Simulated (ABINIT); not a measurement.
# Converging the SCF threshold: Ag (Fm-3m, 1 atom in the cell)

```
Ag
1.0
    0.00000     2.05523     2.05523
    2.05523     0.00000     2.05523
    2.05523     2.05523     0.00000
Ag
1
Cartesian
  0.00000   0.00000   0.00000
```

Level of theory: PBE, norm-conserving pseudopotentials (PseudoDojo nc-sr-05 PBE standard) (plane waves; ABINIT).

Base settings: pseudos = [Ag.upf]; ecut = 1116 eV; ixc = 11; occopt = 3; tsmear = 0.00367493 Ha; ngkpt = 8 8 8; nshiftk = 1; shiftk = 0 0 0; potentials = PseudoDojo nc-sr-05 PBE standard; nband = 15.

The mesh stays at the base's, so the ladder's end is converged at best in this setting alone.

Only quantities that move along the ladder and can be compared are tabulated.

The count of work is k-points × plane waves × bands × iterations; it is no time. 

The starting cell has typed, rounded lattice constants, without a prior relaxation at this level. Its lattice was rescaled by up to half a per cent. In the base run, with a pressure of about 3 GPa the cell is away from its equilibrium volume at this level.

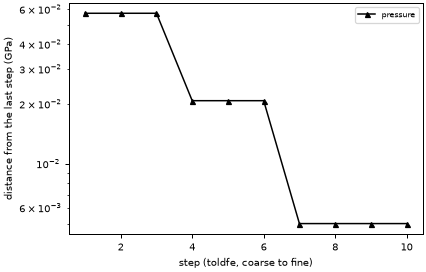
Fig. 1. Distance from the last step along the ladder; very small values are drawn at a floor.

```tsv
toldfe	pressure (GPa)	count of work / last
0.0037 Ha	3.07	0.15
0.00037 Ha	3.07	0.15
3.7e-05 Ha	3.07	0.15
3.7e-06 Ha	2.99	0.18
3.7e-07 Ha	2.99	0.18
3.7e-08 Ha	2.99	0.18
3.7e-09 Ha	3.01	0.21
1e-09 Ha	3.01	0.21
3.7e-10 Ha	3.01	0.24
3.7e-12 Ha	3.01	0.27
3.7e-14 Ha	3.01	1.0
```

Coarsest toldfe that holds the pressure within 0.05 GPa of the last step, with all finer ones: 3.7e-06 Ha, at 0.18 of the last step's count of work; the step before is off by 0.06 GPa.
